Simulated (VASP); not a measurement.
Band structure of FeGe (B20). All values below come from r2SCAN meta-GGA, VASP's PBE PAW potentials (set 64) (plane waves; VASP).

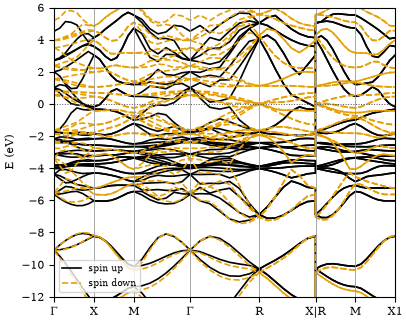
Bands along high-symmetry lines, zero at the valence-band maximum or, without a gap, the Fermi level

Q: Read the plot: is there a gap, and where are the band edges?

A: It has no gap at this level: it comes out as a metal or semimetal.

The compound is FeGe in the B20 structure. It was relaxed first.
